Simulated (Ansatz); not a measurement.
**What Si → Ni does to TiSi2**

Base system: TiSi2 (space group Fddd, No. 70; a = 4.760 Å, b = 8.180 Å, c = 8.500 Å).

It is then changed as follows: every Si is replaced by Ni, then cell and atoms are relaxed.

The values are results of PBEsol in Ansatz (plane waves to 420 eV, PAW, spin-orbit coupling left out), not measurements. Γ-centred 12×12×12 mesh, Fermi–Dirac width 0.05 eV, for the changed cell.

The volume per atom drops by 1.82 Å³ (13.79 Å³ → 11.97 Å³) and the density increases by 3.467 g/cm³ to 7.64 g/cm³. The shortest interatomic distance decreases by 0.0523 Å (2.517 Å → 2.464 Å) and the band gap is still zero.

Final structure:

```
TiNi2
1.0
    0.00000     3.78008     4.20842
    2.25688     0.00000     4.20842
    2.25688     3.78008     0.00000
Ni Ti
4 2
Direct
  0.66531   0.33469   0.66531
  0.33469   0.66531   0.33469
  0.58469   0.91531   0.58469
  0.91531   0.58469   0.91531
  0.00000   0.00000   0.00000
  0.25000   0.25000   0.25000
```

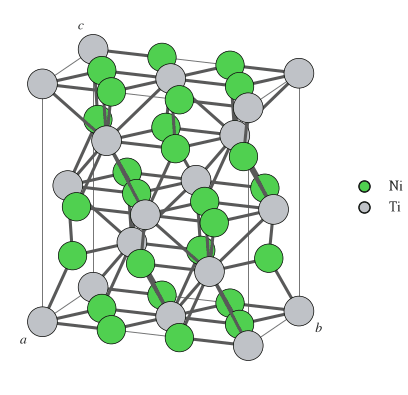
The relaxed conventional cell after the change

Stability against distortions was not tested. As relaxed here, TiNi2 is a hypothetical phase, not in the database extracts checked. Seeded moments were not kept for Si → Ni. All final runs are without spin polarisation.

Ansatz is a program for electronic structure.
